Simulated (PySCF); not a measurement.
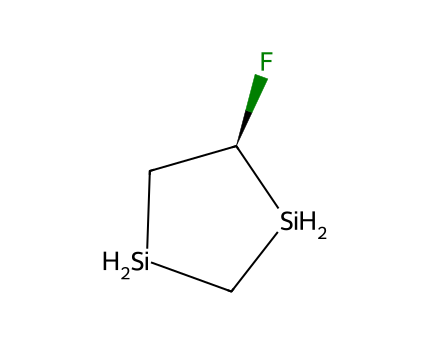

The computed structure is the end point of a GFN2-xTB optimisation. No frequency run is at hand to confirm it as a minimum. Level of theory: ωB97X-D/def2-SVPD, gas phase (PySCF 2.14.0). Excitations: vertical, linear response.

Computed properties:

The species is C3H9FSi2 (`F[C@@H]1C[SiH2]C[SiH2]1`).
- dipole moment: 1.91 D
- HOMO energy (Kohn–Sham orbital): −9.84 eV
- LUMO energy (Kohn–Sham orbital): 1.92 eV
- HOMO–LUMO gap: 11.76 eV
- mean static polarisability: 85.3 bohr³
- lowest vertical singlet excitation: 7.41 eV
- its oscillator strength: 0.006
- brightest of the 8 lowest singlets: 8.04 eV
- its oscillator strength: 0.17

The geometry is semi-empirical. Around Si such bond lengths and angles can be off by a tenth of an ångström or more and by several degrees, and values that hang on the shape move with them.
